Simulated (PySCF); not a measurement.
**LiCl (SMILES [Li][Cl]): BLYP/cc-pVTZ**

What is the energy change on altering one bond length of LiCl at BLYP/cc-pVTZ? 

Program for the calculation: PySCF 2.14.0.

2 further runs of the same task are left out: 2 set aside as unsound or not needed.

## Step 1: The molecule

LiCl: 2 atoms, total charge 0, spin state singlet. As SMILES, `[Li][Cl]`. The shape is that of a PBE0-D4/def2-TZVP optimisation.

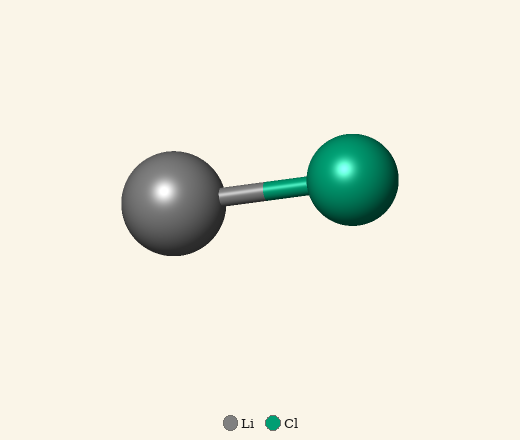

The structure, seen from a chosen angle (lithium grey, chlorine teal).

## Step 2: A single-point energy at BLYP/cc-pVTZ

Contents of start.xyz:

```xyz
2
ClLi
Li     0.857060    -0.306110     0.430800
Cl    -0.857060     0.306110    -0.430800
```

Contents of job.py:

```python
from pyscf import gto, dft

mol = gto.Mole()
mol.atom = 'start.xyz'
mol.charge = 0
mol.verbose = 4
mol.max_memory = 1860
mol.basis = 'cc-pvtz'
mol.build()

mf = dft.RKS(mol)
mf.xc = 'blyp'
mf.conv_tol = 1e-10
mf.grids.level = 5
mf.kernel()
if not mf.converged:
    mf = mf.newton().run(mf.mo_coeff, mf.mo_occ)

energy = mf.e_tot
print(f'total energy: {energy:.8f} hartree')
```

The run is started by

```console
$ OMP_NUM_THREADS=1 python job.py
```

Log:

```text
PySCF version 2.14.0

[INPUT] num. atoms = 2
[INPUT] num. electrons = 20
[INPUT] charge = 0
[INPUT] spin (= nelec alpha-beta = 2S) = 0
[INPUT] symmetry False subgroup None
[INPUT] Mole.unit = angstrom
[INPUT] Symbol           X                Y                Z      unit          X                Y                Z       unit  Magmom
[INPUT]  1 Li     0.857060000000  -0.306110000000   0.430800000000 AA    1.619608672320  -0.578464063991   0.814094014463 Bohr   0.0
[INPUT]  2 Cl    -0.857060000000   0.306110000000  -0.430800000000 AA   -1.619608672320   0.578464063991  -0.814094014463 Bohr   0.0

nuclear repulsion = 13.4015732734626
number of shells = 18
number of NR pGTOs = 102
number of NR cGTOs = 64
basis = cc-pvtz
ecp = {}

******** <class 'pyscf.dft.rks.RKS'> ********
method = RKS
initial guess = minao
damping factor = 0
level_shift factor = 0
DIIS = <class 'pyscf.scf.diis.CDIIS'>
diis_start_cycle = 1
diis_space = 8
diis_damp = 0
SCF conv_tol = 1e-10
SCF conv_tol_grad = None
SCF max_cycles = 50
direct_scf = True
direct_scf_tol = 1e-13
XC library pyscf.dft.libxc version 7.0.0
    S. Lehtola, C. Steigemann, M. J.T. Oliveira, and M. A.L. Marques.,  SoftwareX 7, 1–5 (2018)
XC functionals = blyp
    A. D. Becke.,  Phys. Rev. A 38, 3098 (1988)
    C. Lee, W. Yang, and R. G. Parr.,  Phys. Rev. B 37, 785 (1988)
    B. Miehlich, A. Savin, H. Stoll, and H. Preuss.,  Chem. Phys. Lett. 157, 200 (1989)
radial grids:
    Treutler-Ahlrichs [JCP 102, 346 (1995); DOI:10.1063/1.469408] (M4) radial grids

becke partition: Becke, JCP 88, 2547 (1988); DOI:10.1063/1.454033
pruning grids: <function nwchem_prune>
grids dens level: 5
symmetrized grids: False
atomic radii adjust function: <function treutler_atomic_radii_adjust>
small_rho_cutoff = 0
Set gradient conv threshold to 1e-05
Initial guess from minao.
tot grids = 84624
init E= -467.725257455416
  HOMO = -0.352202869078308  LUMO = -0.0858093428117659  gap/eV = 7.24894
cycle= 1 E= -467.760267288255  delta_E= -0.035  |g|= 0.384  |ddm|= 0.921
  HOMO = -0.111010528764992  LUMO = -0.0665769400632765  gap/eV = 1.20910
cycle= 2 E= -467.607008971226  delta_E= 0.153  |g|= 0.812  |ddm|= 0.97
  HOMO = -0.21218367374571  LUMO = -0.0669429380451145  gap/eV = 3.95220
cycle= 3 E= -467.810095924664  delta_E= -0.203  |g|= 0.0579  |ddm|= 0.627
  HOMO = -0.208794307291322  LUMO = -0.0713940526778005  gap/eV = 3.73885
cycle= 4 E= -467.810840811067  delta_E= -0.000745  |g|= 0.0345  |ddm|= 0.0774
  HOMO = -0.208205090557273  LUMO = -0.0700907647826385  gap/eV = 3.75828
cycle= 5 E= -467.811205206988  delta_E= -0.000364  |g|= 0.00353  |ddm|= 0.0235
  HOMO = -0.209040568542821  LUMO = -0.0700392444298696  gap/eV = 3.78242
cycle= 6 E= -467.811209876174  delta_E= -4.67e-06  |g|= 0.000166  |ddm|= 0.0037
  HOMO = -0.209066550774254  LUMO = -0.0700632178802509  gap/eV = 3.78247
cycle= 7 E= -467.811209884809  delta_E= -8.64e-09  |g|= 2.41e-05  |ddm|= 0.00022
  HOMO = -0.209071503250443  LUMO = -0.0700623512757375  gap/eV = 3.78263
cycle= 8 E= -467.811209885005  delta_E= -1.96e-10  |g|= 1.78e-06  |ddm|= 2.64e-05
  HOMO = -0.209071881256946  LUMO = -0.0700623013314488  gap/eV = 3.78264
cycle= 9 E= -467.811209885006  delta_E= -8.53e-13  |g|= 6.95e-08  |ddm|= 2.45e-06
  HOMO = -0.209071859910718  LUMO = -0.070062288775306  gap/eV = 3.78264
Extra cycle  E= -467.811209885007  delta_E= -5.12e-13  |g|= 9.53e-08  |ddm|= 1.4e-07
converged SCF energy = -467.811209885007
total energy: -467.81120989 hartree
```

Wall time 3.3 s (1 thread of Arm Neoverse V2, shared host); peak memory 0.3 GiB.

## Step 3: The distorted shape, same level

Contents of job.py:

```python
from pyscf import gto, dft

mol = gto.Mole()
mol.atom = '''
Li     4.210930    -1.503988     2.116618
Cl    -1.619609     0.578464    -0.814094
'''
mol.max_memory = 1860
mol.spin = 0
mol.basis = 'cc-pvtz'
mol.unit = 'bohr'
mol.verbose = 4
mol.build()

mf = dft.RKS(mol, xc='blyp')
mf.grids.level = 5
mf.conv_tol = 1e-10
mf.kernel()
if not mf.converged:
    mf = mf.newton().run(mf.mo_coeff, mf.mo_occ)

etot = mf.e_tot
print('Final energy', etot)
```

The run is started by

```console
$ OMP_NUM_THREADS=1 python job.py
```

Log:

```text
PySCF version 2.14.0

[INPUT] num. atoms = 2
[INPUT] num. electrons = 20
[INPUT] charge = 0
[INPUT] spin (= nelec alpha-beta = 2S) = 0
[INPUT] symmetry False subgroup None
[INPUT] Mole.unit = bohr
[INPUT] Symbol           X                Y                Z      unit          X                Y                Z       unit  Magmom
[INPUT]  1 Li     2.228328192779  -0.795876175097   1.120066009823 AA    4.210930000000  -1.503988000000   2.116618000000 Bohr   0.0
[INPUT]  2 Cl    -0.857060173401   0.306109966138  -0.430799992347 AA   -1.619609000000   0.578464000000  -0.814094000000 Bohr   0.0

nuclear repulsion = 7.44538525593825
number of shells = 18
number of NR pGTOs = 102
number of NR cGTOs = 64
basis = cc-pvtz
ecp = {}

******** <class 'pyscf.dft.rks.RKS'> ********
method = RKS
initial guess = minao
damping factor = 0
level_shift factor = 0
DIIS = <class 'pyscf.scf.diis.CDIIS'>
diis_start_cycle = 1
diis_space = 8
diis_damp = 0
SCF conv_tol = 1e-10
SCF conv_tol_grad = None
SCF max_cycles = 50
direct_scf = True
direct_scf_tol = 1e-13
XC library pyscf.dft.libxc version 7.0.0
    S. Lehtola, C. Steigemann, M. J.T. Oliveira, and M. A.L. Marques.,  SoftwareX 7, 1–5 (2018)
XC functionals = blyp
    A. D. Becke.,  Phys. Rev. A 38, 3098 (1988)
    C. Lee, W. Yang, and R. G. Parr.,  Phys. Rev. B 37, 785 (1988)
    B. Miehlich, A. Savin, H. Stoll, and H. Preuss.,  Chem. Phys. Lett. 157, 200 (1989)
radial grids:
    Treutler-Ahlrichs [JCP 102, 346 (1995); DOI:10.1063/1.469408] (M4) radial grids

becke partition: Becke, JCP 88, 2547 (1988); DOI:10.1063/1.454033
pruning grids: <function nwchem_prune>
grids dens level: 5
symmetrized grids: False
atomic radii adjust function: <function treutler_atomic_radii_adjust>
small_rho_cutoff = 0
Set gradient conv threshold to 1e-05
[... 1 set-up line as earlier in the session ...]
tot grids = 84624
init E= -467.607199238297
  HOMO = -0.321008865903873  LUMO = -0.0976736625298704  gap/eV = 6.07726
cycle= 1 E= -467.644417154318  delta_E= -0.0372  |g|= 0.433  |ddm|= 0.807
  HOMO = -0.0647512020291455  LUMO = -0.0592240002666857  gap/eV = 0.15040
cycle= 2 E= -460.489642251004  delta_E= 7.15  |g|= 2.07  |ddm|= 2.86
  HOMO = -0.171655829301938  LUMO = -0.0781576649084332  gap/eV = 2.54421
cycle= 3 E= -467.720368448989  delta_E= -7.23  |g|= 0.0913  |ddm|= 2.78

WARN: HOMO -0.111936313604036 == LUMO -0.111936258920743

cycle= 4 E= -466.763797981838  delta_E= 0.957  |g|= 0.963  |ddm|= 1.89
  HOMO = -0.124320347726867  LUMO = -0.119028688188959  gap/eV = 0.14399
cycle= 5 E= -467.663656713469  delta_E= -0.9  |g|= 0.35  |ddm|= 1.72
  HOMO = -0.130354821214018  LUMO = -0.122103977888255  gap/eV = 0.22452
cycle= 6 E= -467.703681253265  delta_E= -0.04  |g|= 0.218  |ddm|= 0.21
  HOMO = -0.145968057774985  LUMO = -0.132798928738665  gap/eV = 0.35835
cycle= 7 E= -467.725841062606  delta_E= -0.0222  |g|= 0.0505  |ddm|= 0.234
  HOMO = -0.153302245838657  LUMO = -0.132473985580763  gap/eV = 0.56677
cycle= 8 E= -467.727260029226  delta_E= -0.00142  |g|= 0.0108  |ddm|= 0.119
  HOMO = -0.151652510357367  LUMO = -0.131389205095781  gap/eV = 0.55139
cycle= 9 E= -467.727332909402  delta_E= -7.29e-05  |g|= 0.000706  |ddm|= 0.0191
  HOMO = -0.151484291295776  LUMO = -0.131160339237033  gap/eV = 0.55304
cycle= 10 E= -467.727333122733  delta_E= -2.13e-07  |g|= 0.000651  |ddm|= 0.000948
  HOMO = -0.15138830908071  LUMO = -0.131100828333727  gap/eV = 0.55205
cycle= 11 E= -467.727333370509  delta_E= -2.48e-07  |g|= 7.14e-05  |ddm|= 0.00107
  HOMO = -0.151379127420748  LUMO = -0.131092089752008  gap/eV = 0.55204
cycle= 12 E= -467.727333373254  delta_E= -2.75e-09  |g|= 6.45e-06  |ddm|= 0.000118
  HOMO = -0.151379293424821  LUMO = -0.131090798155749  gap/eV = 0.55208
cycle= 13 E= -467.727333373257  delta_E= -2.73e-12  |g|= 5.3e-06  |ddm|= 1.62e-05
  HOMO = -0.151376028116592  LUMO = -0.131090685301793  gap/eV = 0.55199
Extra cycle  E= -467.727333372953  delta_E= 3.04e-10  |g|= 2.52e-05  |ddm|= 5.18e-05
converged SCF energy = -467.727333372953
Final energy -467.72733337295307
```

Wall time 3.9 s (1 thread of Arm Neoverse V2, shared host); peak memory 0.3 GiB.

## Step 4: Summary of results

At BLYP/cc-pVTZ:

| quantity | value |
| --- | --- |
| first shape: total energy | -467.81121 Eh |
| first shape: dipole moment | 6.62 D |
| first shape: HOMO energy | -5.69 eV |
| first shape: LUMO energy | -1.91 eV |
| first shape: HOMO–LUMO gap | 3.78 eV |
| distorted shape: total energy | -467.72733 Eh |
| distorted shape: dipole moment | 12.43 D |
| distorted shape: HOMO energy | -4.12 eV |
| distorted shape: LUMO energy | -3.57 eV |
| distorted shape: HOMO–LUMO gap | 0.55 eV |
| energy change with the Li1–Cl2 bond stretched from 2.014 to 3.625 Å | 2.282 eV |

**Reading.** With the Li1–Cl2 bond stretched from 2.014 to 3.625 Å the energy rises by 2.28 eV (220 kJ/mol). The first shape isn't relaxed at this level, so the change isn't measured from a minimum.
